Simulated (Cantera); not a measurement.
Input: 1 mol Si, 2.5 mol Cl2, a varied amount of H2, equilibrated at 1673.15 K and 1.33 mbar.

These are equilibrium values from Cantera (NASA tables, ideal gas, pure condensed phases), not measurements of a reactor. Candidate condensed phases: Si; 19 gas species. The tables' values for SiCl3, SiCl are old estimates; treat these amounts as uncertain. Rates play no part.

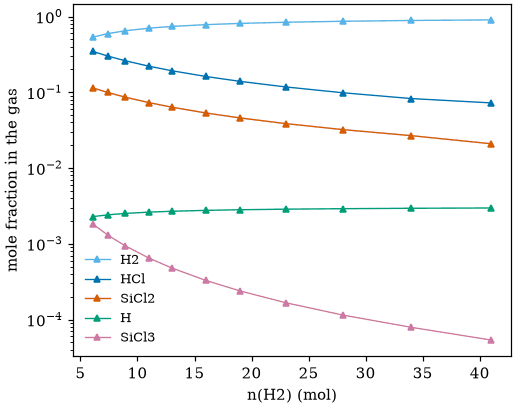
Fig. 1. Equilibrium gas composition (values under 1e-9 drawn at 1e-9)

From 6.1 mol H2 to 34 mol H2 nothing is condensed. At 41 mol H2 the condensed part is Si(s). The main Si-bearing gas is SiCl2 throughout.
